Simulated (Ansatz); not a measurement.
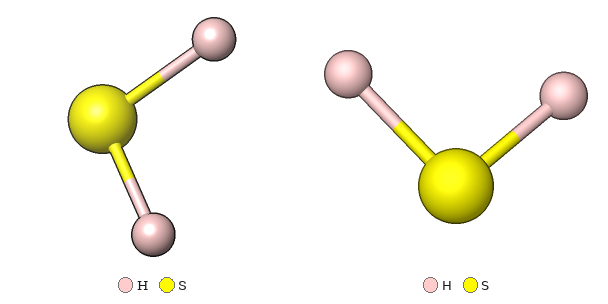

Both panels show the same species.

The geometry was computed by an optimisation with PBE0-D4/def2-TZVP.

Identify the structure.

It has 3 atoms: 2 hydrogen and 1 sulfur (H₂S). This geometry has C2v symmetry. Coordination: 1 S bent.

More results for the same structure follow; atom numbers are the same in all pictures, views and colours differ.

### Shape

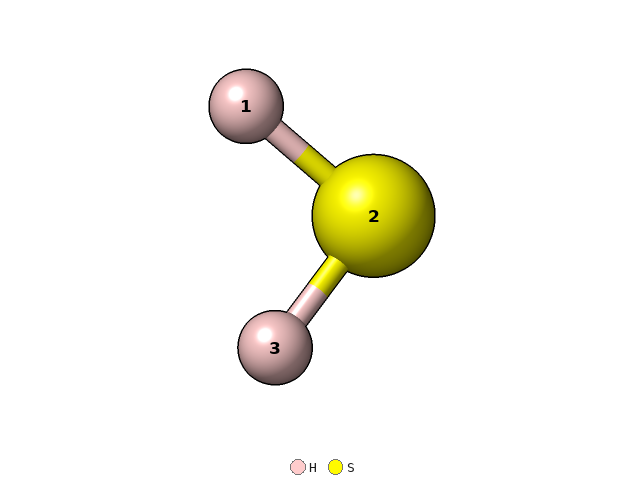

Atoms carry their numbers in the input.

Give the bond lengths.

```json
{"bond": "H1–S2", "length (Å)": "1.341"}
{"bond": "S2–H3", "length (Å)": "1.341"}
```

### Vibrations

Harmonic vibrations computed with RKS PBE0-D4/def2-TZVP (Ansatz 0.2.0) at a stationary point of the same level.

**How many vibrational modes are there, and where do they lie?**

3 modes: 1209, 2724, 2739 cm⁻¹.

### Dipole moment

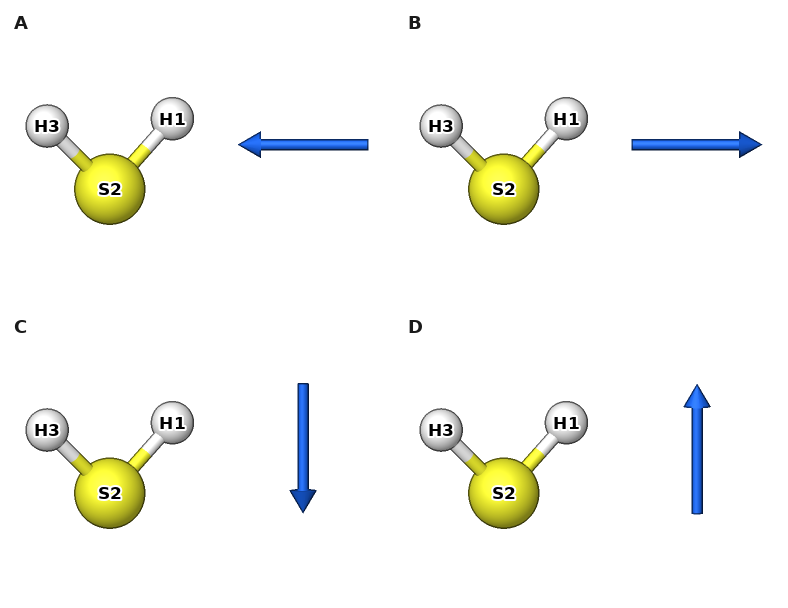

The same molecule four times, each with an arrow. Method: RKS PBE0-D4/def2-TZVP (Ansatz 0.2.0).

**Which arrow points along the dipole moment, from the negative to the positive end?**

D. The dipole moment is 1.16 D; it points from the side of S2 to the side of H1, H3 (the outermost atoms at the two ends).

### Electronic properties

Method: RHF-CCSD(T), frozen core/def2-QZVPP (Ansatz 0.2.0).

**Give the T1 diagnostic at this level.**

0.010.
